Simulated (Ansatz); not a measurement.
CH4AlN

The calculation's input:

```
crystal:
  periodic: [false, false, false]
  atoms:
    - {symbol: C, position_ang: [-1.225957, -0.193116, -0.831600]}
    - {symbol: N, position_ang: [-0.201265, -0.041769, -0.145874]}
    - {symbol: Al, position_ang: [1.241518, 0.173073, 0.817604]}
    - {symbol: H, position_ang: [-2.036361, -0.879542, -0.541079]}
    - {symbol: H, position_ang: [-1.391737, 0.349167, -1.775412]}
    - {symbol: H, position_ang: [1.210180, 1.301304, 1.922718]}
    - {symbol: H, position_ang: [2.464722, -0.777217, 0.507942]}
basis:
  gaussian: {orbitals: def2-TZVPP}
hamiltonian: {xc: pbe0, dispersion: d4}
output: {orbitals: {seedname: orbitals}}
```

Run with:

```sh
ansatz run in.yaml --threads 2 --pin off --events-out ev --progress --plain --max-ram 4352MiB
```

Geometry: PBE0-D4/def2-TZVP.

Theory: RKS PBE0-D4/def2-TZVPP (Ansatz).

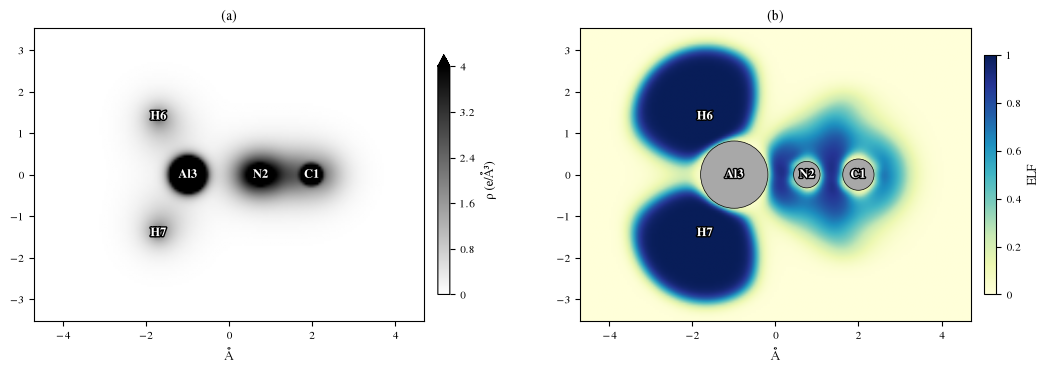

Figure 1. (a) total electron density; (b) ELF on the plane of atoms N2, Al3 and H6. Grey discs cover the atomic cores in the ELF map.

Read the bonding off the picture.

- The plane passes through C, N, Al and H nuclei.
- C–N (1.24 Å): ρ is about 3 e/Å³ halfway; the ELF peaks at about 0.90 between the atoms (a short, multiple covalent bond).
- Al–N (1.75 Å): the density is about 0.84 e/Å³ at the midpoint; the ELF peaks at about 0.90 in the valence shell of N, 0.6 Å from its nucleus, and is about 0.50 at the midpoint.
- Al–H (1.58 Å): ρ is about 0.57 e/Å³ halfway; the ELF climbs to about 1 towards the hydrogen.

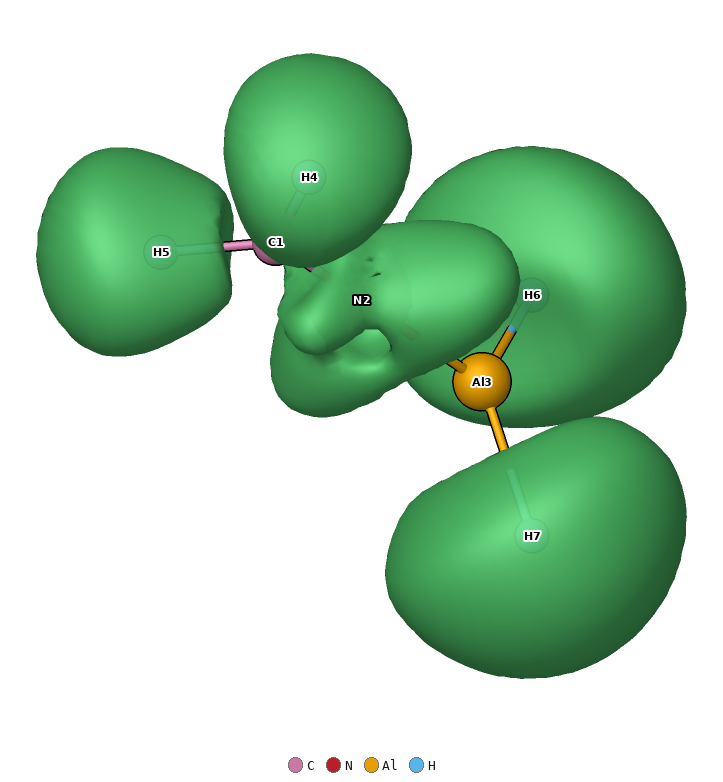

Figure 2. Isosurface of the electron localisation function at 0.75 (green), seen at an oblique angle. Core shells and regions of very low density are left out.

What do the ELF domains correspond to?

The ELF exceeds this value in four regions around hydrogen nuclei and one region on N in which the atom's valence shell and bonds are merged.

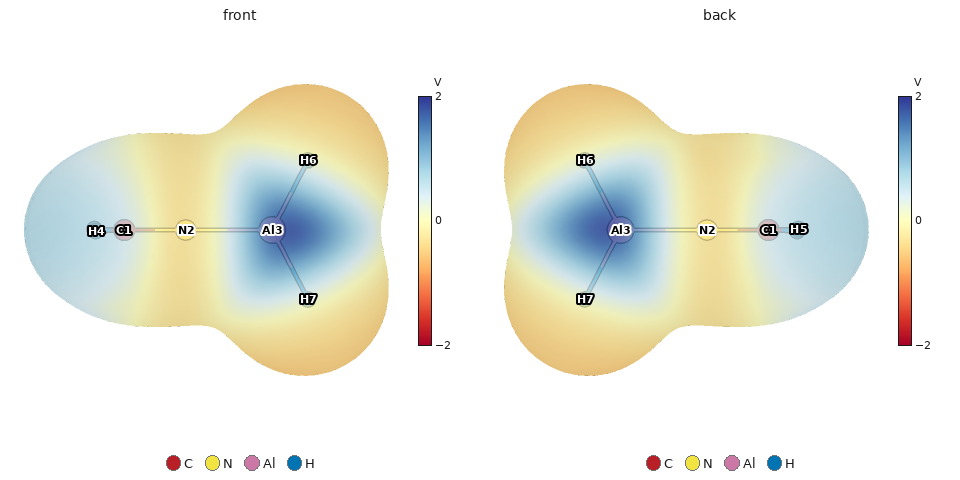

Figure 3. The molecular electrostatic potential painted on the density surface at 0.001 e/bohr³, seen from the front and from behind; red is negative and blue positive.

Where is the surface potential most negative and most positive?

The most negative region (about −0.5 V) lies over H6 and H7, the most positive (about +1.7 V) over Al3.
